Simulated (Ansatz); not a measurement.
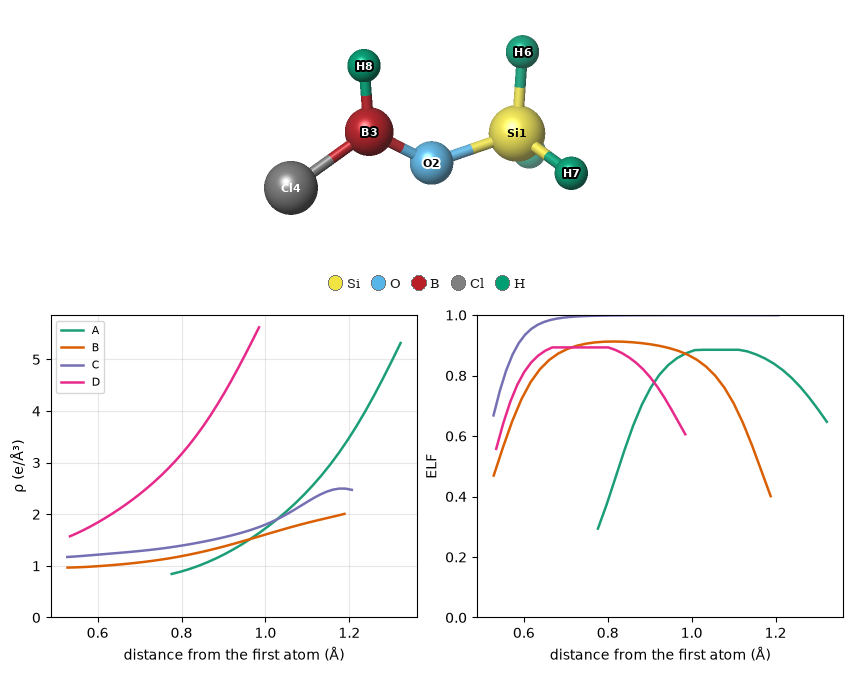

Figure 1: BClH$_{4}$OSi. Total electron density and ELF along straight lines between neighbouring atoms. The curves leave out the atomic cores. The structure is drawn too.

These are results of Ansatz, RKS CAM-B3LYP/def2-SVP, not measurements.

```yaml
atoms:
  - { symbol: Si, position_ang: [-0.2592, 1.2122, -0.2815] }
  - { symbol: O, position_ang: [0.4425, -0.3108, -0.3670] }
  - { symbol: B, position_ang: [0.3400, -1.4568, 0.3105] }
  - { symbol: Cl, position_ang: [1.3268, -2.8328, -0.1716] }
  - { symbol: H, position_ang: [-0.9651, 1.4600, -1.5612] }
  - { symbol: H, position_ang: [-1.2135, 1.2605, 0.8573] }
  - { symbol: H, position_ang: [0.8281, 2.2011, -0.0898] }
  - { symbol: H, position_ang: [-0.4074, -1.5906, 1.2475] }
```

Q: Which curve belongs to which contact (B–Cl, B–H, B–O and Si–O)? The first atom named is at distance zero.

A: Curve A: Si–O (1.68 Å): the density is about 1 e/Å³ at the midpoint; the ELF peaks at about 0.90 between the atoms, as expected for a polar covalent bond. Curve B: B–Cl (1.76 Å): ρ at the midpoint is about 1.3 e/Å³; the ELF peaks at about 0.90 between the atoms; a shared but strongly polarised pair. Curve C: B–H (1.21 Å): ρ at the midpoint is about 1.2 e/Å³; the ELF climbs to about 1 towards the hydrogen, as it does in any bond to H: an ordinary covalent bond to hydrogen. Curve D: B–O (1.34 Å): the density is about 2.2 e/Å³ at the midpoint; the ELF peaks at about 0.90 between the atoms, as expected for a short, strongly polar bond.
